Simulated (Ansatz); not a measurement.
**Nudged elastic band, with input and output: CH₄B**

The run: nudged elastic band of CH₄B, multiplicity 2, SMILES [BH]C. Method and program: UKS B3LYP-D4/def2-SVP (Ansatz 0.2.0).

It belongs to a series of runs on one base structure; here: band between the two ends. Figures and captions count atoms from 1; the log counts them from 0 in places.

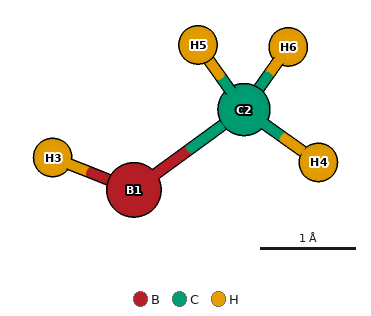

*The starting structure (ball-and-stick view, seen at a tilt; atoms are numbered from 1 in the order of the input).*

Bond lengths as drawn: B–C 1.54 Å, B–H 1.21 Å and C–H 1.10 to 1.11 Å.

### Input
```yaml
crystal:
  periodic: [false, false, false]
  atoms:
    - { symbol: B, position_ang: [0.337792, -1.071105, 0.124744] }
    - { symbol: C, position_ang: [-0.290529, 0.299718, -0.208567] }
    - { symbol: H, position_ang: [1.172979, -1.32544, 0.960124] }
    - { symbol: H, position_ang: [-1.176375, 0.278591, -0.862302] }
    - { symbol: H, position_ang: [0.506791, 0.851156, -0.753197] }
    - { symbol: H, position_ang: [-0.508559, 0.902981, 0.692998] }
magnetization:
  spin_polarized: true
  initial_magnetization: 1
basis:
  gaussian: { orbitals: def2-SVP }
hamiltonian:
  xc: b3lyp
  dispersion: d4
neb:
  order_check: false
  images: 5
  f_tol: 0.05
  max_iterations: 60
  initial_path: idpp
  optimiser: fire
  climbing: true
  final_atoms:
    - { symbol: B, position_ang: [0.84237997, -0.70179085, 0.26656295] }
    - { symbol: C, position_ang: [-0.14227947, 0.37044308, -0.24740504] }
    - { symbol: H, position_ang: [0.59304539, -1.70967139, 0.88356025] }
    - { symbol: H, position_ang: [-1.08008962, -0.0592426, -0.64707442] }
    - { symbol: H, position_ang: [0.26543056, 1.09904196, -0.96503323] }
    - { symbol: H, position_ang: [-0.43638782, 0.93712079, 0.66318949] }
```

Command:
```bash
ansatz run input.yaml --threads 1 --pin off --max-ram 2048MiB --backend cpu --events-out ev --progress --plain --runs-dir out
```

### Log
```
Engine: ansatz 0.2.0, x86_64-unknown-linux-gnu
Functional definition: B3LYP
  parameter a0 = 0.2
  parameter ax = 0.72
  parameter ac = 0.81
  exchange = (1 - a0 - ax)*slater_x + ax*b88_x + a0*exact_x
  correlation = (1 - ac)*vwn_rpa_c + ac*lyp_c
546 factors; integrals over basis functions are off by at most 2.9e-4 eV
mean field evaluation 1: about -1770.4824 eV, gradient 3.0e1 eV
mean field evaluation 2: about -1768.9282 eV, gradient 3.3e1 eV
mean field evaluation 4: about -1774.8438 eV, gradient 4.4e-1 eV
mean field evaluation 8: about -1774.8447 eV, gradient 5.1e-3 eV
mean field evaluation 16: about -1774.8447 eV, gradient 2.0e-5 eV
mean field -1774.84470010 eV, -65.2243396956 hartree, gradient 2.0e-5 eV, S^2 0.751232; 2 other end points of the search recorded, 0 dependent functions left out
the calculation of the forces begins
reference -1774.84489122 eV, -65.2243467193 hartree; 8, 7 occupied and 40, 41 virtual orbitals, 546 factors
546 factors; integrals over basis functions are off by at most 5.5e-4 eV
mean field evaluation 32: about -1774.8447 eV, gradient 3.6e-4 eV
mean field -1774.84471327 eV, -65.2243401796 hartree, gradient 8.7e-5 eV, S^2 0.751236; 2 other end points of the search recorded, 0 dependent functions left out
[... from here on the field's lines of each further geometry are left out, up to the last ...]
NEB iter   1: max|band force component| = 8.691e-1 eV/Å  barrier→ = 0.1209 eV  barrier← = 0.1209 eV  Δτ_max = 0.0155 Å  (262 SCF iters)
NEB iter   2: max|band force component| = 6.065e-1 eV/Å  barrier→ = 0.0910 eV  barrier← = 0.0910 eV  Δτ_max = 0.0274 Å  (143 SCF iters)
NEB iter   3: max|band force component| = 5.066e-1 eV/Å  barrier→ = 0.0687 eV  barrier← = 0.0687 eV  Δτ_max = 0.0325 Å  (140 SCF iters)
NEB iter   4: max|band force component| = 3.929e-1 eV/Å  barrier→ = 0.0462 eV  barrier← = 0.0462 eV  CI = image 4  Δτ_max = 0.0299 Å  (140 SCF iters)
NEB iter   5: max|band force component| = 4.045e-1 eV/Å  barrier→ = 0.0354 eV  barrier← = 0.0354 eV  CI = image 3  Δτ_max = 0.0020 Å  (140 SCF iters)
NEB iter   6: max|band force component| = 3.534e-1 eV/Å  barrier→ = 0.0332 eV  barrier← = 0.0332 eV  CI = image 3  Δτ_max = 0.0036 Å  (114 SCF iters)
NEB iter   7: max|band force component| = 2.628e-1 eV/Å  barrier→ = 0.0299 eV  barrier← = 0.0299 eV  CI = image 3  Δτ_max = 0.0047 Å  (122 SCF iters)
NEB iter   8: max|band force component| = 2.293e-1 eV/Å  barrier→ = 0.0272 eV  barrier← = 0.0272 eV  CI = image 3  Δτ_max = 0.0051 Å  (122 SCF iters)
NEB iter   9: max|band force component| = 2.613e-1 eV/Å  barrier→ = 0.0254 eV  barrier← = 0.0254 eV  CI = image 3  Δτ_max = 0.0055 Å  (126 SCF iters)
NEB iter  10: max|band force component| = 2.939e-1 eV/Å  barrier→ = 0.0242 eV  barrier← = 0.0243 eV  CI = image 3  Δτ_max = 0.0059 Å  (128 SCF iters)
NEB iter  11: max|band force component| = 2.123e-1 eV/Å  barrier→ = 0.0233 eV  barrier← = 0.0233 eV  CI = image 3  Δτ_max = 0.0072 Å  (127 SCF iters)
NEB iter  12: max|band force component| = 1.588e-1 eV/Å  barrier→ = 0.0228 eV  barrier← = 0.0228 eV  CI = image 3  Δτ_max = 0.0009 Å  (126 SCF iters)
NEB iter  13: max|band force component| = 1.498e-1 eV/Å  barrier→ = 0.0225 eV  barrier← = 0.0225 eV  CI = image 3  Δτ_max = 0.0017 Å  (102 SCF iters)
NEB iter  14: max|band force component| = 1.325e-1 eV/Å  barrier→ = 0.0219 eV  barrier← = 0.0219 eV  CI = image 3  Δτ_max = 0.0025 Å  (112 SCF iters)
NEB iter  15: max|band force component| = 1.091e-1 eV/Å  barrier→ = 0.0214 eV  barrier← = 0.0214 eV  CI = image 3  Δτ_max = 0.0031 Å  (115 SCF iters)
NEB iter  16: max|band force component| = 1.003e-1 eV/Å  barrier→ = 0.0210 eV  barrier← = 0.0210 eV  CI = image 3  Δτ_max = 0.0037 Å  (117 SCF iters)
NEB iter  17: max|band force component| = 9.657e-2 eV/Å  barrier→ = 0.0208 eV  barrier← = 0.0208 eV  CI = image 3  Δτ_max = 0.0040 Å  (118 SCF iters)
NEB iter  18: max|band force component| = 9.391e-2 eV/Å  barrier→ = 0.0208 eV  barrier← = 0.0208 eV  CI = image 3  Δτ_max = 0.0005 Å  (119 SCF iters)
NEB iter  19: max|band force component| = 9.051e-2 eV/Å  barrier→ = 0.0207 eV  barrier← = 0.0207 eV  CI = image 3  Δτ_max = 0.0010 Å  (102 SCF iters)
NEB iter  20: max|band force component| = 8.844e-2 eV/Å  barrier→ = 0.0205 eV  barrier← = 0.0205 eV  CI = image 3  Δτ_max = 0.0015 Å  (108 SCF iters)
NEB iter  21: max|band force component| = 8.637e-2 eV/Å  barrier→ = 0.0204 eV  barrier← = 0.0204 eV  CI = image 3  Δτ_max = 0.0021 Å  (110 SCF iters)
NEB iter  22: max|band force component| = 8.366e-2 eV/Å  barrier→ = 0.0202 eV  barrier← = 0.0202 eV  CI = image 3  Δτ_max = 0.0025 Å  (112 SCF iters)
NEB iter  23: max|band force component| = 8.044e-2 eV/Å  barrier→ = 0.0201 eV  barrier← = 0.0201 eV  CI = image 3  Δτ_max = 0.0030 Å  (114 SCF iters)
NEB iter  24: max|band force component| = 7.654e-2 eV/Å  barrier→ = 0.0200 eV  barrier← = 0.0200 eV  CI = image 3  Δτ_max = 0.0038 Å  (113 SCF iters)
NEB iter  25: max|band force component| = 7.093e-2 eV/Å  barrier→ = 0.0199 eV  barrier← = 0.0199 eV  CI = image 3  Δτ_max = 0.0048 Å  (115 SCF iters)
NEB iter  26: max|band force component| = 6.376e-2 eV/Å  barrier→ = 0.0198 eV  barrier← = 0.0198 eV  CI = image 3  Δτ_max = 0.0060 Å  (115 SCF iters)
NEB iter  27: max|band force component| = 5.716e-2 eV/Å  barrier→ = 0.0196 eV  barrier← = 0.0196 eV  CI = image 3  Δτ_max = 0.0074 Å  (118 SCF iters)
the calculation of the forces begins
reference -1774.84166238 eV, -65.2242280616 hartree; 8, 7 occupied and 40, 41 virtual orbitals, 546 factors
546 factors; integrals over basis functions are off by at most 3.4e-4 eV
mean field evaluation 960: about -1774.8256 eV, gradient 8.2e-6 eV
mean field -1774.82557276 eV, -65.2236367789 hartree, gradient 8.2e-6 eV, S^2 0.751283; 3 other end points of the search recorded, 0 dependent functions left out
the calculation of the forces begins
reference -1774.82576963 eV, -65.2236440137 hartree; 8, 7 occupied and 40, 41 virtual orbitals, 546 factors
NEB iter  28: max|band force component| = 4.884e-2 eV/Å  barrier→ = 0.0194 eV  barrier← = 0.0195 eV  CI = image 3  Δτ_max = 0.0000 Å  (297 SCF iters)
```

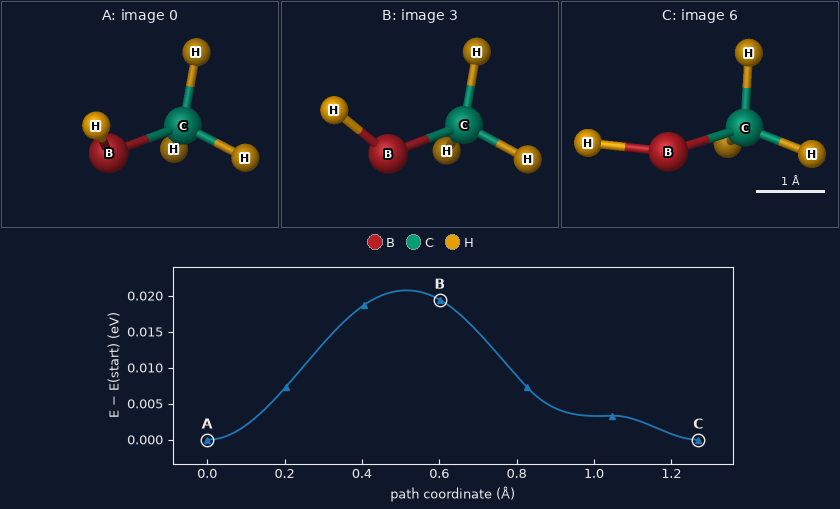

*Images of the last band (counted from 0; ball-and-stick, seen at a tilt) above the energy along the path; the line is a cubic interpolation that uses the forces.*

The highest image is number 3, 0.019 eV above the start and 0.019 eV above the end (the climbing image); start and end have the same energy. The path is 1.27 Å long. The band converged in 28 iterations.

```
Total energy: -1774.91412075 eV, -65.2268908574 hartree
Atom 0 at     0.565208    -0.965021     0.061380 Å, force     0.018657     0.002617     0.000776 eV/Å
Atom 1 at    -0.187139     0.358869    -0.210448 Å, force     0.008527    -0.007083    -0.006685 eV/Å
Atom 2 at     0.857259    -1.519379     1.093506 Å, force    -0.026517     0.010594     0.003920 eV/Å
Atom 3 at    -1.130577     0.108670    -0.735252 Å, force    -0.002780    -0.000857     0.006714 eV/Å
Atom 4 at     0.375052     0.981075    -0.930284 Å, force    -0.010815     0.014558    -0.010262 eV/Å
Atom 5 at    -0.437704     0.971687     0.674899 Å, force     0.012929    -0.019829     0.005538 eV/Å
Dipole moment:    -0.125458     0.199406     0.032992 e Å
this run last wrote the band of iteration 28 to [file]
```

### The last band as extended XYZ (Å, eV, eV/Å)
```
6
Properties=species:S:1:pos:R:3:forces:R:3 image=0 energy=-1774.93336
B     0.3378   -1.0711    0.1247    0.0108   0.0041   0.0071
C    -0.2905    0.2997   -0.2086   -0.0010  -0.0076  -0.0010
H     1.1730   -1.3254    0.9601   -0.0082   0.0017  -0.0074
H    -1.1764    0.2786   -0.8623    0.0009   0.0057   0.0022
H     0.5068    0.8512   -0.7532   -0.0021  -0.0038   0.0022
H    -0.5086    0.9030    0.6930   -0.0005  -0.0002  -0.0032
6
Properties=species:S:1:pos:R:3:forces:R:3 image=1 energy=-1774.92603
B     0.4169   -1.0393    0.0804   -0.0246  -0.0132   0.0070
C    -0.2640    0.3184   -0.2026   -0.0088  -0.0089  -0.0036
H     1.0707   -1.4019    1.0284    0.0236   0.0299  -0.0081
H    -1.1703    0.2379   -0.8250   -0.0059   0.0224  -0.0134
H     0.4684    0.8858   -0.8168    0.0150  -0.0158   0.0159
H    -0.4796    0.9350    0.6894    0.0007  -0.0145   0.0021
6
Properties=species:S:1:pos:R:3:forces:R:3 image=2 energy=-1774.91467
B     0.4910   -1.0052    0.0623   -0.0110  -0.0115   0.0044
C    -0.2260    0.3391   -0.2048   -0.0039  -0.0113  -0.0045
H     0.9647   -1.4679    1.0721    0.0085   0.0283  -0.0026
H    -1.1544    0.1788   -0.7820   -0.0079   0.0189  -0.0099
H     0.4222    0.9357   -0.8776    0.0079  -0.0048   0.0074
H    -0.4555    0.9555    0.6837    0.0064  -0.0195   0.0052
6
Properties=species:S:1:pos:R:3:forces:R:3 image=3 energy=-1774.91392
B     0.5652   -0.9650    0.0614    0.0187   0.0026   0.0008
C    -0.1871    0.3589   -0.2104    0.0085  -0.0071  -0.0067
H     0.8573   -1.5194    1.0935   -0.0265   0.0106   0.0039
H    -1.1306    0.1087   -0.7353   -0.0028  -0.0009   0.0067
H     0.3751    0.9811   -0.9303   -0.0108   0.0146  -0.0103
H    -0.4377    0.9717    0.6749    0.0129  -0.0198   0.0055
6
Properties=species:S:1:pos:R:3:forces:R:3 image=4 energy=-1774.92603
B     0.6522   -0.9098    0.0799    0.0238   0.0108   0.0050
C    -0.1464    0.3784   -0.2201    0.0146  -0.0028  -0.0085
H     0.7301   -1.5671    1.0898   -0.0422   0.0060  -0.0025
H    -1.0975    0.0261   -0.6749    0.0050  -0.0200   0.0140
H     0.3240    1.0210   -0.9821   -0.0191   0.0228  -0.0147
H    -0.4203    0.9873    0.6613    0.0178  -0.0168   0.0066
6
Properties=species:S:1:pos:R:3:forces:R:3 image=5 energy=-1774.93005
B     0.7552   -0.8277    0.1535   -0.0118  -0.0160  -0.0322
C    -0.1307    0.3769   -0.2440    0.0272   0.0127   0.0045
H     0.6130   -1.6194    1.0548   -0.0443   0.0328   0.0012
H    -1.0971   -0.0154   -0.6255    0.0477  -0.0498   0.0238
H     0.2941    1.0286   -1.0232   -0.0244   0.0269  -0.0073
H    -0.3924    0.9930    0.6382    0.0057  -0.0066   0.0101
6
Properties=species:S:1:pos:R:3:forces:R:3 image=6 energy=-1774.93338
B     0.7924   -0.7465    0.2963    0.0031  -0.0011  -0.0007
C    -0.1159    0.3690   -0.2641   -0.0064   0.0033   0.0066
H     0.4750   -1.7053    0.9585   -0.0006  -0.0009   0.0004
H    -1.0837   -0.0104   -0.6427   -0.0012  -0.0024  -0.0014
H     0.3392    1.0337   -1.0145    0.0035   0.0018  -0.0027
H    -0.3648    0.9955    0.6204    0.0017  -0.0007  -0.0023
```

### Summary

| quantity | value |
| --- | --- |
| outcome | converged |
| barrier, forward | 0.019 eV |
| barrier, backward | 0.019 eV |
| hardware | 1 thread of Intel Xeon @ 2.90GHz (Ice Lake), 16 GiB of memory available, shared host |
| wall time | 3.3 min |
| peak memory | 0.12 GiB |

The order of the saddle point was not checked.
